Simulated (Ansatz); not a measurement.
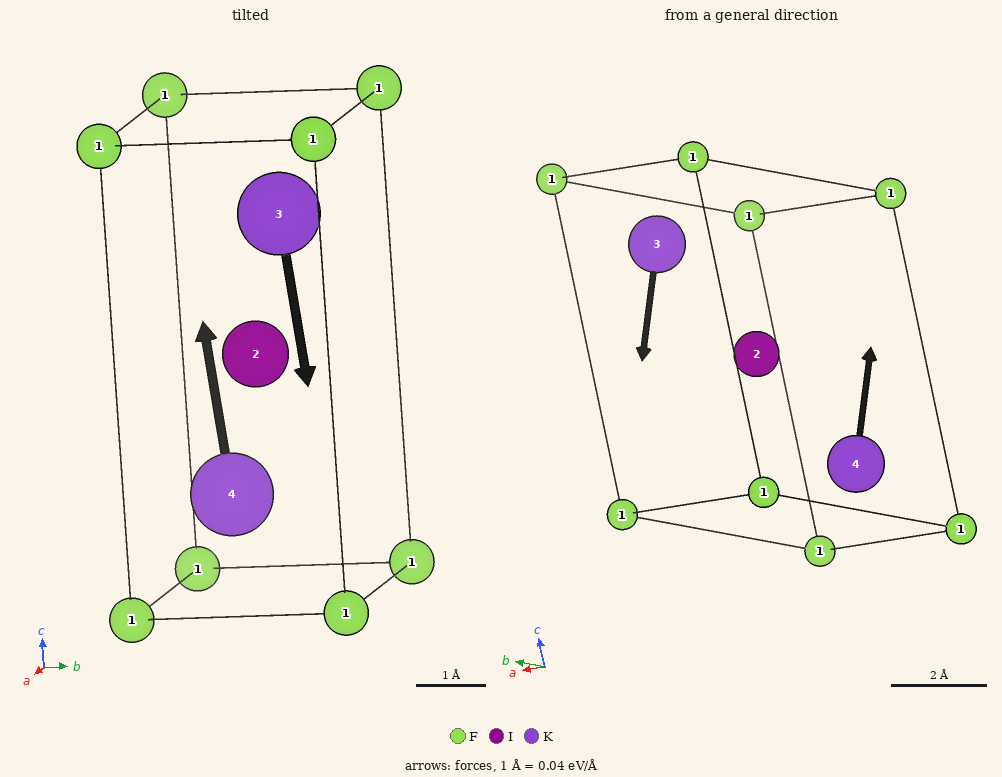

An orthographic spheres-only view of the structure, slightly off an axis and from a general direction. The frame is the cell (the run's own, in a reduced setting); atoms at its boundary are shown with their periodic copies. The arrows are the computed forces on the atoms.

System: K₂IF. Method used: DFT, PBE, plane waves, PAW in Ansatz. It ran with E_cut = 420 eV, k-points about 0.21 Å⁻¹ apart, Fermi-Dirac smearing of 0.02 eV, no spin polarisation.

Would an optimiser stop at this geometry?

No. The atoms still feel forces of up to about 0.081 eV/Å, above a usual threshold of 0.01 to 0.03 eV/Å.

Which atom carries the strongest force?

K3 and K4, about 0.081 eV/Å.

Origin of the cell: a structure type filled with these elements by a generator (whether the compound takes this form wasn't checked). Earlier steps of the study may have refined or changed the cell and positions. An electronic-structure calculation with Ansatz was run on it.
